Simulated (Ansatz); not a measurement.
# FH$_{3}$Sn···HCl: what the fields show

Input file:

```
crystal:
  periodic: [false, false, false]
  atoms:
    - { symbol: Sn, position_ang: [-0.7769, 0.006, -0.2219] }
    - { symbol: F, position_ang: [1.0111, -1.1242, 0.7587] }
    - { symbol: H, position_ang: [-0.7214, -1.3797, -1.185] }
    - { symbol: H, position_ang: [-1.3379, -0.0521, 1.3683] }
    - { symbol: H, position_ang: [-1.5316, 1.3004, -1.0922] }
    - { symbol: H, position_ang: [1.7011, -0.1723, 0.5476] }
    - { symbol: Cl, position_ang: [1.6555, 1.4219, -0.1756] }
basis:
  gaussian: { orbitals: def2-SVP }
hamiltonian:
  xc: pbe
  dispersion: d4
relax:
  f_tol: 0.15
  max_steps: 25
  restrain:
    - { distance: [0, 6], at: 3.71, k: 30.0 }
    - { distance: [5, 1], at: 2.18, k: 30.0 }
    - { distance: [0, 1], at: 1.96, k: 30.0 }
    - { distance: [5, 6], at: 1.33, k: 30.0 }
output:
  orbitals: {}
```

Run with:

```sh
ansatz run input.yaml --threads 2 --pin off --max-ram 3072MiB --backend cpu --events-out ev --progress --plain --runs-dir out
```

The fields are those of the relaxed geometry.

Core potentials replace the inner electrons of Sn.

Method: RKS PBE-D4/def2-SVP in Ansatz 0.2.0.

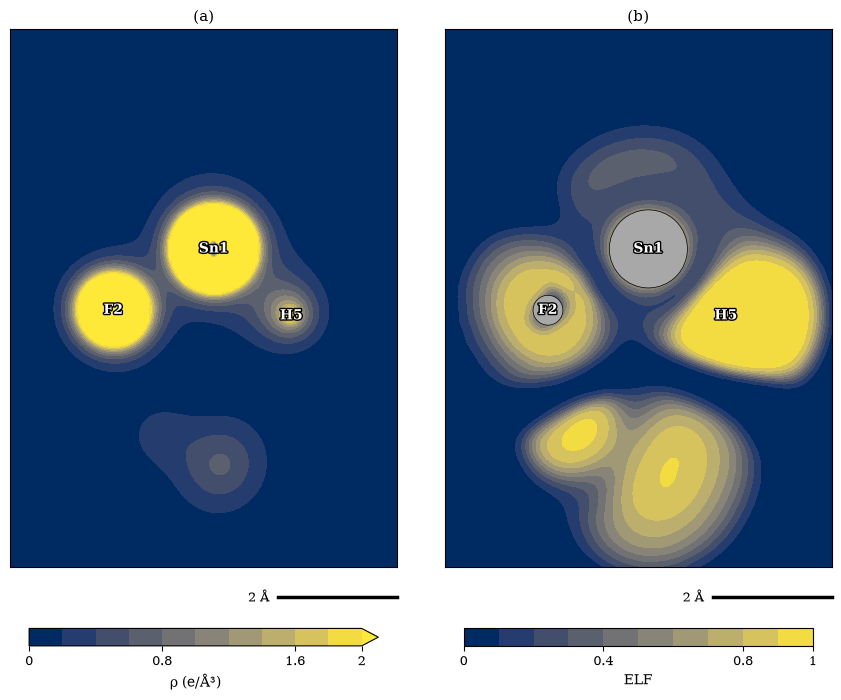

Figure 1. (a) electron density; (b) ELF on the plane of atoms F2, Sn1 and H5. Grey discs cover the atomic cores in the ELF map.

### Describe what can be read from this map.

The plane passes through Sn, F and H nuclei.
Sn–F (1.97 Å): the density is about 0.68 e/Å³ at the midpoint; the ELF peaks at about 0.80 in the valence shell of F, 0.5 Å from its nucleus, and drops to about 0.15 between the two atoms.
Sn–H (1.71 Å): ρ at the midpoint is about 1.1 e/Å³; the ELF climbs to about 1 towards the hydrogen.
The ELF also peaks beside Cl7 and F2, away from the bonds: lone-pair regions.

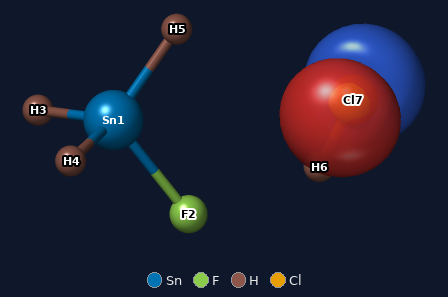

Figure 2. The HOMO−1 at ±0.2 Å⁻³ᐟ² (blue and red are the two phases), seen at a tilt.

### Describe this orbital and give its energy.

By Hirshfeld shares it lies mainly on Cl7 (about 95 %); largely a lone pair of Cl7. Its energy is −7.33 eV.

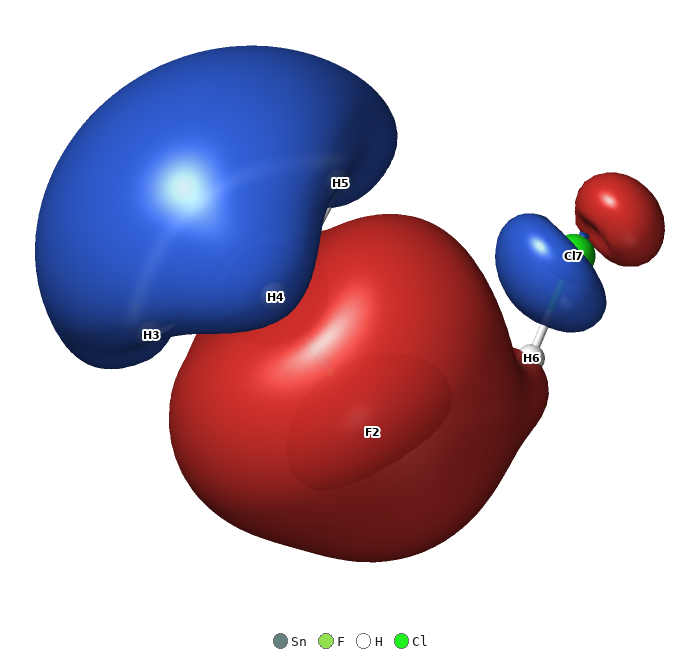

Figure 3. The LUMO at ±0.05 Å⁻³ᐟ² (blue and red are the two phases), seen at a tilt.

### Where does this orbital lie, and at what energy?

Its weight (Hirshfeld) is mainly on Sn1 (about 65 %) and F2 (about 20 %). Its energy is −1.61 eV.
